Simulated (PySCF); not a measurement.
```xyz
16

C    -0.8926   -1.8051   -0.2128
C    -0.6453   -0.4745   -0.0005
C    -1.6637    0.4528    0.2320
C    -1.4222    1.8868    0.3880
Cl   -1.8117    2.7208   -1.1987
O     0.6294    0.0321    0.0652
C     1.6298   -0.5954   -0.5981
C     2.9116   -0.3997   -0.3190
F     3.3271    0.3873    0.6878
H    -0.1059   -2.5288   -0.3155
H    -1.9034   -2.1593   -0.2602
H    -2.6816    0.1013    0.2170
H    -2.0853    2.3564    1.1124
H    -0.3786    2.1148    0.5916
H     1.3607   -1.2414   -1.4243
H     3.7241   -0.8391   -0.8726
```

Geometry: GFN2-xTB.

The calculation used UKS B3LYP, pcH-1 on C Cl F H O, non-relativistic, mean-field spin-orbit, GIAO in PySCF 2.14.0, density-fitted response routines.

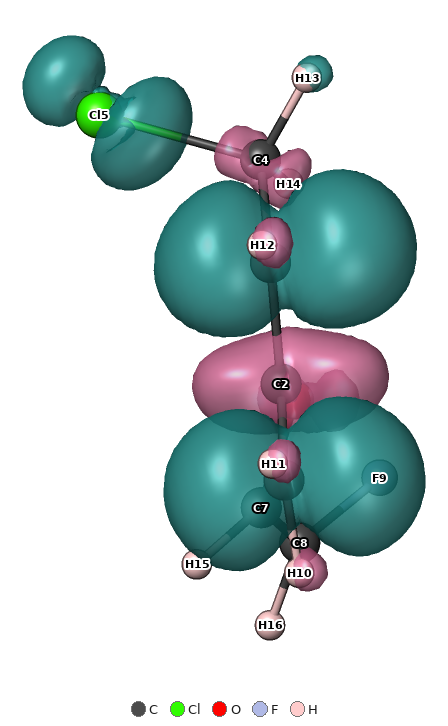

C₆H₇ClFO (doublet). Isosurfaces of the spin density at +0.02 (teal) and −0.02 e/Å³ (pink), seen at an oblique angle.

Q: Where is the unpaired spin?

A: The unpaired spin (1 electron) lies mostly on C3 (about 0.4), C1 (about 0.4) and Cl5 (about 0.1), in electrons by Hirshfeld's partition.
